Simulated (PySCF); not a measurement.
C₂H₁₀BNSi, SMILES CB(C)N[SiH3] at its GFN2-xTB optimised geometry (Å):

```
15

Si     0.7692    -0.3139     0.0000
N      0.3209    -1.1215     1.4751
B     -0.9450    -1.3544     2.0370
C     -1.0739    -2.1342     3.4140
C     -2.2345    -0.8179     1.2870
H      0.2461     1.0544     0.0000
H      2.2345    -0.3139     0.0000
H      0.2518    -1.0544    -1.1550
H      1.1028    -1.4764     2.0072
H     -1.6626    -1.5676     4.1335
H     -1.5990    -3.0778     3.2701
H     -0.1168    -2.3635     3.8797
H     -2.1982    -1.0284     0.2201
H     -2.2994     0.2652     1.3837
H     -3.1613    -1.2306     1.6780
```

Calculation: CAM-B3LYP/def2-TZVP in PySCF. Cells within 0.4 Å of a nucleus heavier than hydrogen are left out (blank, or x).

Map of the deformation density (molecule minus spherical neutral atoms) (e/bohr³) on the plane z = 0.0 Å:

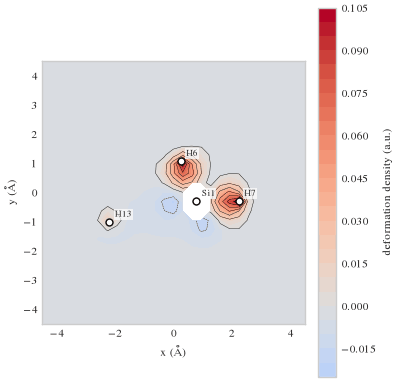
Fig. 1. Deformation density (molecule minus spherical neutral atoms) (e/bohr³) on the plane z = 0.0 Å.
